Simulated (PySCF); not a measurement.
**C$_{5}$H$_{11}$NO$_{2}$Si$_{2}$: density, localisation and related maps**

```yaml
atoms:
  - { symbol: C, position_ang: [-1.0992, 2.2768, 0.8712] }
  - { symbol: C, position_ang: [-1.8826, 1.2591, 0.5431] }
  - { symbol: Si, position_ang: [-1.4088, -0.0992, -0.6793] }
  - { symbol: C, position_ang: [0.4603, 0.0620, -0.9914] }
  - { symbol: C, position_ang: [1.0233, 0.5311, -2.0945] }
  - { symbol: O, position_ang: [1.1847, -0.3102, 0.1062] }
  - { symbol: Si, position_ang: [2.7449, -0.1123, 0.5287] }
  - { symbol: C, position_ang: [-1.7915, -1.7847, 0.1783] }
  - { symbol: N, position_ang: [-0.8347, -2.2926, 0.9810] }
  - { symbol: O, position_ang: [-2.8682, -2.3320, 0.0268] }
  - { symbol: H, position_ang: [-1.3944, 3.0319, 1.5836] }
  - { symbol: H, position_ang: [-0.1206, 2.3996, 0.4351] }
  - { symbol: H, position_ang: [-2.8582, 1.1868, 1.0101] }
  - { symbol: H, position_ang: [-2.1602, -0.0097, -1.9332] }
  - { symbol: H, position_ang: [0.4157, 0.8113, -2.9338] }
  - { symbol: H, position_ang: [2.0913, 0.6432, -2.1934] }
  - { symbol: H, position_ang: [2.6784, -0.7008, 1.8603] }
  - { symbol: H, position_ang: [3.1019, 1.3064, 0.5370] }
  - { symbol: H, position_ang: [3.6453, -0.8437, -0.3639] }
  - { symbol: H, position_ang: [-0.9957, -3.1660, 1.4605] }
  - { symbol: H, position_ang: [0.0595, -1.8403, 1.0670] }
```

Geometry: GFN2-xTB.

The calculation used PySCF 2.14.0, PBE0/pcSseg-1, SCF density, gas phase, non-relativistic.

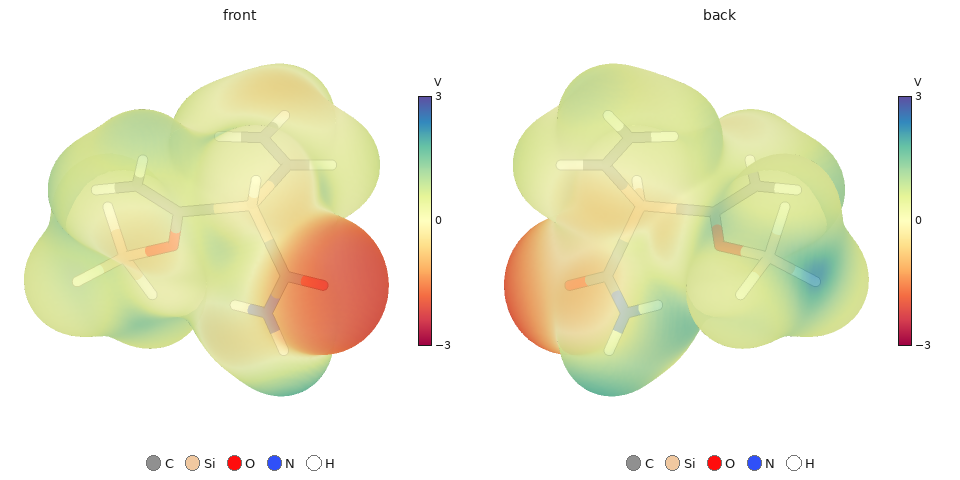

Figure 1. The electrostatic potential painted on the density surface at 0.002 e/bohr³, seen from the front and from behind; the colour scale runs from red (negative) to blue (positive).

Q: Describe the electrostatic potential map.

A: The most negative region (about −2.1 V) lies over O10, the most positive (about +2.0 V) over Si7. O10 is the likeliest acceptor of a hydrogen bond.

Q: What dipole moment does the calculation give?

A: Its dipole moment is 4.68 D.

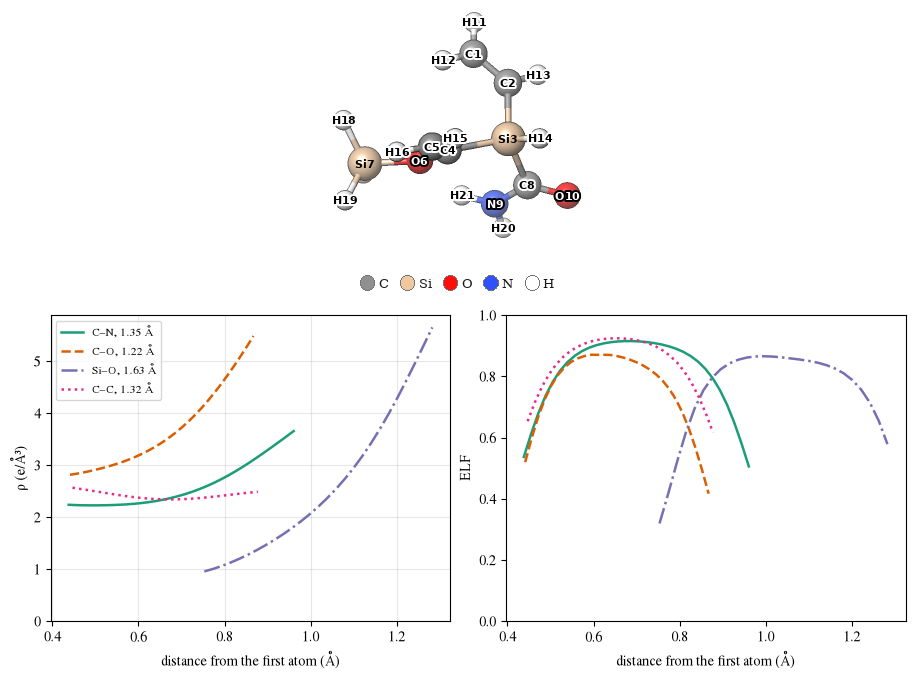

Figure 2. Total electron density and ELF along straight lines between neighbouring atoms. The curves leave out the atomic cores. The structure is drawn too.

Q: What kind of bonding do the profiles show?

A: C–N (1.35 Å): ρ is about 2.4 e/Å³ halfway; the ELF peaks at about 0.90 between the atoms: localised, covalent bonding.
C–O (1.22 Å): ρ at the midpoint is about 3.2 e/Å³; the ELF peaks at about 0.85 between the atoms; a short, multiple covalent bond.
Si–O (1.63 Å): the density is about 1.1 e/Å³ at the midpoint; the ELF peaks at about 0.85 between the atoms (a shared but strongly polarised pair).
C–C (1.32 Å): the density is about 2.3 e/Å³ at the midpoint; the ELF peaks at about 0.90 between the atoms: a multiple bond.
